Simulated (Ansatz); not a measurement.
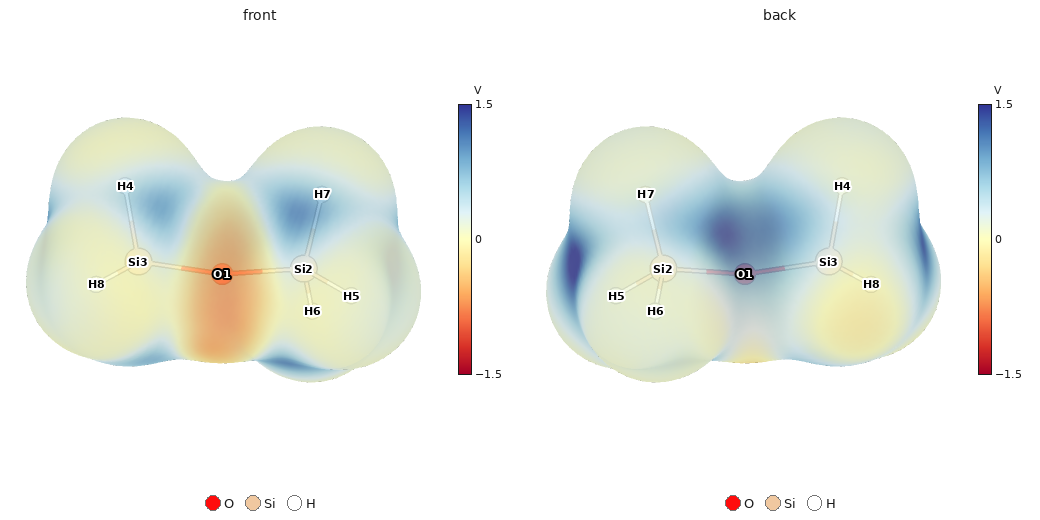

H₅OSi₂ (SMILES [SiH2]O[SiH3]) (doublet). The electrostatic potential painted on the density surface at 0.002 e/bohr³, seen from the front and from behind; the colour scale runs from red (negative) to blue (positive).

Geometry: r2SCAN-D4/def2-SVP.

The calculation used Ansatz 0.2.0, isolated molecule in a Gaussian basis; Kohn-Sham density functional theory, functional PBE0.

```xyz
8

O    -0.7763    0.3552   -0.4224
Si    0.0577   -0.8231    0.4017
Si   -0.9238    1.1855   -1.8553
H     0.3368    1.9474   -2.1478
H    -0.5613   -0.9780    1.7463
H    -0.0158   -2.1192   -0.3360
H     1.4914   -0.4328    0.5535
H    -2.0766    2.1303   -1.7287
```

### Where is the surface potential most negative and most positive?

The most negative region (about −0.6 V) lies over O1, the most positive (about +1.4 V) over Si2.
